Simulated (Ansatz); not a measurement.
# doublet [CH5BN2]+ at 6 levels

We compute a comparison of 6 runs (UHF/STO-3G, UHF/3-21G, UB3LYP/6-31G*, U-revPBE/def2-SVPD, UPBE/def2-SVPD) of doublet [CH5BN2]+. 

The results are computed with Ansatz 0.2.0.

49 further runs of the same task are left out: 49 set aside as unsound or not needed. Runs told in other sessions of the task aren't counted.

## Step 1: The system as given

[CH5BN2]+ has 9 atoms, charge +1, and is taken as a doublet. As SMILES of the parent species, `B1NCN1`. The coordinates come from a PBE0-D4/def2-TZVP relaxation. That shape belongs to the parent species and isn't relaxed for this state.

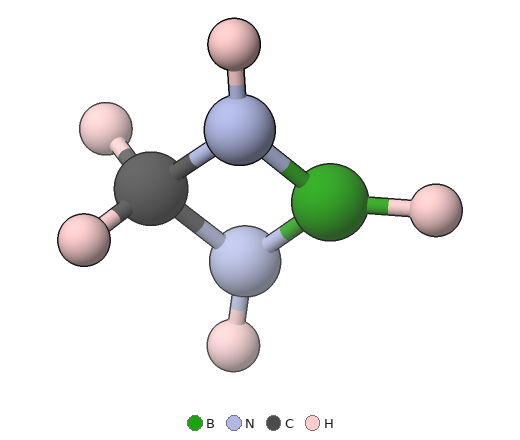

The structure, seen from a chosen angle (boron green, nitrogen light blue, carbon dark grey, hydrogen pink).

## Step 2: A single-point energy at UHF/STO-3G (run 1)

File run.yaml:

```yaml
crystal:
  periodic: [false, false, false]
  atoms:
    - {symbol: B, position_ang: [-0.538100, 0.903800, -0.424200]}
    - {symbol: "N", position_ang: [0.763900, 0.350100, -0.630900]}
    - {symbol: C, position_ang: [0.430100, -0.702400, 0.322000]}
    - {symbol: N, position_ang: [-0.891500, -0.116200, 0.513500]}
    - {symbol: H, position_ang: [-1.109600, 1.851900, -0.864600]}
    - {symbol: H, position_ang: [1.686500, 0.722000, -0.761500]}
    - {symbol: H, position_ang: [0.420000, -1.707100, -0.117100]}
    - {symbol: H, position_ang: [1.046900, -0.704100, 1.228600]}
    - {symbol: H, position_ang: [-1.719800, -0.644400, 0.717000]}
basis:
  gaussian: {orbitals: STO-3G}
total_charge: 1
magnetization: {spin_polarized: true, initial_magnetization: 1}
hamiltonian: {xc: hf}
accuracy: high
output: {orbitals: {seedname: orbitals}}
```

Started as:

```bash
$ ansatz run run.yaml --threads 1 --pin off --max-ram 3480MiB --events-out events.jsonl --progress --plain --runs-dir runs
```

The program printed:

```text
Warning: RAYON_NUM_THREADS=1 ignored (pool sized by the plan → 1); use --threads N
Functional definition: HF
  name "HF"
  exchange = exact_x
  correlation = 0
516 factors; integrals over basis functions are off by at most 1.6e-8 eV
mean field evaluation 1: about -4675.1868 eV, gradient 1.6e1 eV
mean field evaluation 2: about -4675.3465 eV, gradient 1.6e1 eV
mean field evaluation 4: about -4677.1875 eV, gradient 1.4e0 eV
mean field evaluation 8: about -4677.2332 eV, gradient 2.0e-1 eV
mean field evaluation 16: about -4679.4688 eV, gradient 2.8e-1 eV
mean field evaluation 32: about -4679.3634 eV, gradient 1.3e0 eV
mean field evaluation 64: about -4679.4797 eV, gradient 3.1e-1 eV
mean field evaluation 96: about -4677.2317 eV, gradient 2.0e-5 eV
mean field -4679.48284879 eV, -171.9678228255 hartree, gradient 2.9e-8 eV, S^2 0.947635; 2 other end points of the search recorded, 0 dependent functions left out
reference -4679.48284879 eV, -171.9678228255 hartree; 15, 14 occupied and 10, 11 virtual orbitals, 516 factors
Total energy: -4679.48284879 eV, -171.9678228255 hartree
```

Run time: 0.79 s. Hardware: 1 thread of Arm Neoverse N1, shared host.

## Step 3: The energy at UHF/3-21G (run 2)

File input.yaml:

```yaml
basis:
  gaussian:
    orbitals: 3-21G.json
crystal:
  periodic: [false, false, false]
  atoms:
    - {symbol: B, position_ang: [-0.538100, 0.903800, -0.424200]}
    - {symbol: "N", position_ang: [0.763900, 0.350100, -0.630900]}
    - {symbol: C, position_ang: [0.430100, -0.702400, 0.322000]}
    - {symbol: "N", position_ang: [-0.891500, -0.116200, 0.513500]}
    - {symbol: H, position_ang: [-1.109600, 1.851900, -0.864600]}
    - {symbol: H, position_ang: [1.686500, 0.722000, -0.761500]}
    - {symbol: H, position_ang: [0.420000, -1.707100, -0.117100]}
    - {symbol: H, position_ang: [1.046900, -0.704100, 1.228600]}
    - {symbol: H, position_ang: [-1.719800, -0.644400, 0.717000]}
total_charge: 1
magnetization:
  spin_polarized: true
  initial_magnetization: 1
hamiltonian:
  xc: hf
accuracy: high
output: {orbitals: {seedname: orbitals}}
```

The basis set 3-21G is read from a file made from the Basis Set Exchange's data (not shown).

Started as:

```bash
$ ansatz run input.yaml --threads 1 --pin off --max-ram 3480MiB --events-out events.jsonl --progress --plain --runs-dir runs
```

The program printed, shortened:

```text
Warning: RAYON_NUM_THREADS=1 ignored (pool sized by the plan → 1); use --threads N
[... 2 set-up lines as earlier in the session ...]
[...]
1195 factors; integrals over basis functions are off by at most 3.0e-9 eV
[...]
mean field -4710.56167167 eV, -173.1099485006 hartree, gradient 1.5e-8 eV, S^2 0.804423; 4 other end points of the search recorded, 0 dependent functions left out
reference -4710.56167167 eV, -173.1099485006 hartree; 15, 14 occupied and 31, 32 virtual orbitals, 1195 factors
Total energy: -4710.56167167 eV, -173.1099485006 hartree
```

Wall time 4.5 s (1 thread of Arm Neoverse N1, shared host); peak memory 0.12 GiB.

Run 3 isn't shown in full; the table further down has it.

## Step 4: A single-point energy at UB3LYP/6-31G(d) (Cartesian functions) (run 4)

File job.yaml:

```yaml
crystal:
  periodic: [false, false, false]
  atoms:
    - {symbol: B, position_ang: [-0.538100, 0.903800, -0.424200]}
    - {symbol: N, position_ang: [0.763900, 0.350100, -0.630900]}
    - {symbol: C, position_ang: [0.430100, -0.702400, 0.322000]}
    - {symbol: "N", position_ang: [-0.891500, -0.116200, 0.513500]}
    - {symbol: H, position_ang: [-1.109600, 1.851900, -0.864600]}
    - {symbol: H, position_ang: [1.686500, 0.722000, -0.761500]}
    - {symbol: H, position_ang: [0.420000, -1.707100, -0.117100]}
    - {symbol: H, position_ang: [1.046900, -0.704100, 1.228600]}
    - {symbol: H, position_ang: [-1.719800, -0.644400, 0.717000]}
basis:
  gaussian: {orbitals: "6-31G*"}
total_charge: 1
magnetization: {spin_polarized: true, initial_magnetization: 1}
hamiltonian: {xc: {name: B3LYP}}
accuracy: high
output: {orbitals: {seedname: orbitals}}
```

Started as:

```bash
$ ansatz run job.yaml --threads 1 --pin off --max-ram 3480MiB --events-out events.jsonl --progress --plain --runs-dir runs
```

The program printed:

```text
Warning: RAYON_NUM_THREADS=1 ignored (pool sized by the plan → 1); use --threads N
Functional definition: B3LYP
  name "B3LYP"
  parameter a0 = 0.2
  parameter ax = 0.72
  parameter ac = 0.81
  exchange = (1 - a0 - ax)*slater_x + ax*b88_x + a0*exact_x
  correlation = (1 - ac)*vwn_rpa_c + ac*lyp_c
1675 factors; integrals over basis functions are off by at most 2.6e-9 eV
mean field evaluation 1: about -4753.0333 eV, gradient 5.4e1 eV
mean field evaluation 2: about -4740.9185 eV, gradient 7.5e1 eV
mean field evaluation 4: about -4766.0474 eV, gradient 3.0e0 eV
mean field evaluation 8: about -4766.2306 eV, gradient 4.5e-1 eV
mean field evaluation 16: about -4766.2320 eV, gradient 1.1e-3 eV
mean field evaluation 32: about -4766.1139 eV, gradient 4.8e0 eV
mean field -4766.23204081 eV, -175.1557968315 hartree, gradient 5.9e-8 eV, S^2 0.774186; 2 other end points of the search recorded, 0 dependent functions left out
reference -4766.23207118 eV, -175.1557979479 hartree; 15, 14 occupied and 55, 56 virtual orbitals, 1675 factors
Total energy: -4766.23207118 eV, -175.1557979479 hartree
```

Wall time 18 s (1 thread of Arm Neoverse N1, shared host); peak memory 0.28 GiB.

Run 5 isn't shown in full; the table further down has it.

## Step 5: A single-point energy at UPBE/def2-SVPD (run 6)

File input.yaml:

```yaml
crystal:
  periodic: [false, false, false]
  atoms:
    - {symbol: B, position_ang: [-0.538100, 0.903800, -0.424200]}
    - {symbol: N, position_ang: [0.763900, 0.350100, -0.630900]}
    - {symbol: C, position_ang: [0.430100, -0.702400, 0.322000]}
    - {symbol: N, position_ang: [-0.891500, -0.116200, 0.513500]}
    - {symbol: H, position_ang: [-1.109600, 1.851900, -0.864600]}
    - {symbol: H, position_ang: [1.686500, 0.722000, -0.761500]}
    - {symbol: H, position_ang: [0.420000, -1.707100, -0.117100]}
    - {symbol: H, position_ang: [1.046900, -0.704100, 1.228600]}
    - {symbol: H, position_ang: [-1.719800, -0.644400, 0.717000]}
basis:
  gaussian: {orbitals: def2-SVPD}
magnetization: {spin_polarized: true, initial_magnetization: 1}
output: {orbitals: {seedname: orbitals}}
total_charge: 1
accuracy: high
hamiltonian: {xc: {name: PBE}}
```

Started as:

```bash
$ ansatz run input.yaml --threads 1 --pin off --max-ram 3480MiB --events-out events.jsonl --progress --plain --runs-dir runs
```

The program printed:

```text
Warning: RAYON_NUM_THREADS=1 ignored (pool sized by the plan → 1); use --threads N
Functional definition: PBE
  name "PBE"
  parameter kappa = 0.804
  parameter beta = 0.06672455060314922
  exchange = pbe_x(kappa = kappa, mu = beta*pi^2/3)
  correlation = pbe_c(beta = beta)
2517 factors; integrals over basis functions are off by at most 3.1e-9 eV
mean field evaluation 1: about -4731.5323 eV, gradient 7.1e1 eV
mean field evaluation 2: about -4609.3332 eV, gradient 1.6e2 eV
mean field evaluation 4: about -4752.0048 eV, gradient 2.9e1 eV
mean field evaluation 8: about -4756.8194 eV, gradient 2.9e0 eV
mean field evaluation 16: about -4756.8564 eV, gradient 2.8e-4 eV
mean field evaluation 32: about -4755.8861 eV, gradient 8.8e0 eV
mean field -4756.85638250 eV, -174.8112477438 hartree, gradient 9.0e-8 eV, S^2 0.762161; 4 other end points of the search recorded, 0 dependent functions left out
reference -4756.85638821 eV, -174.8112479537 hartree; 15, 14 occupied and 105, 106 virtual orbitals, 2517 factors
Total energy: -4756.85638821 eV, -174.8112479537 hartree
```

It took 38 s on 1 thread of Arm Neoverse N1, shared host; peak memory 0.46 GiB.

## Step 6: The series

```csv
run,level,Cartesian functions,energy (Eh),HOMO energy (eV),LUMO energy (eV),⟨S²⟩,wall time
1,UHF/STO-3G,no,-171.967823,-14.76,-4.24,0.948,0.79 s
2,UHF/3-21G,no,-173.109949,-16.27,-6.35,0.804,4.5 s
3,UB3LYP/6-31G* (spherical functions),no,-175.152817,-13.97,-11.75,0.774,18 s
4,UB3LYP/6-31G* (Cartesian functions),yes,-175.155798,-13.97,-11.75,0.774,18 s
5,U-revPBE/def2-SVPD,no,-174.988399,-13.29,-12.74,0.763,40 s
6,UPBE/def2-SVPD,no,-174.811248,-13.34,-12.84,0.762,38 s
```

## Step 7: Summary of results

| quantity | value |
| --- | --- |
| run 6: total energy | -174.81125 Eh |
| run 6: HOMO energy (highest over α and β) | -13.34 eV |
| run 6: LUMO energy (lowest over α and β) | -12.84 eV |
| run 6: ⟨S²⟩ | 0.762 |

What this shows: Totals of different functionals can't be ranked against each other. In run 1 the basis is minimal, so the values are rough. Spin contamination of the reference: run 1 ⟨S²⟩ = 0.95. All runs together took 2 min, the longest 40 s.
